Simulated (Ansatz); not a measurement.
Input file:

```
crystal:
  periodic: [false, false, false]
  atoms:
    - symbol: Ge
      position_ang: [0.076035, 0.580881, 0.265747]
    - symbol: S
      position_ang: [-1.997432, -0.106073, -0.170902]
    - symbol: S
      position_ang: [1.441772, -1.027916, 0.978670]
    - symbol: H
      position_ang: [-1.663431, -0.715864, -1.329043]
    - symbol: H
      position_ang: [0.671943, 1.236223, -0.991530]
    - symbol: H
      position_ang: [-0.057250, 1.552178, 1.443290]
    - symbol: H
      position_ang: [1.589563, -1.587428, -0.241931]
basis:
  gaussian:
    orbitals: def2-TZVPD
hamiltonian:
  xc: {name: PBE0}
output: {forces: true, orbitals: {seedname: orbitals}}
```

Run with:

```sh
ansatz run input.yaml --threads 2 --pin off --max-ram 5220MiB --events-out events.jsonl --progress --plain --runs-dir runs
```

Geometry: PBE0-D4/def2-SVP.

Theory: Ansatz, isolated molecule in a Gaussian basis; Kohn-Sham density functional theory, functional PBE0.

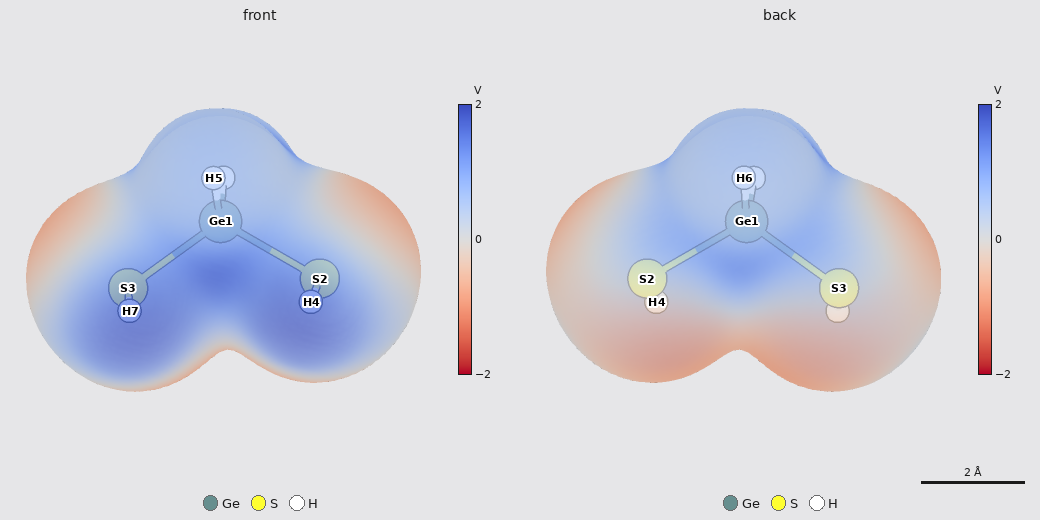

GeH₄S₂ (SMILES [SH][GeH2][SH]). The molecular electrostatic potential painted on the density surface at 0.002 e/bohr³, seen from the front and from behind; the colour scale runs from red (negative) to blue (positive).

### Describe the electrostatic potential map.

The most negative region (about −0.8 V, or −18 kcal/mol for a unit charge) lies over S2 and S3, the most positive (about +1.6 V, or +37 kcal/mol for a unit charge) over Ge1, H4 and H7.

### How polar is the molecule by this calculation?

Its dipole moment is 1.51 D.
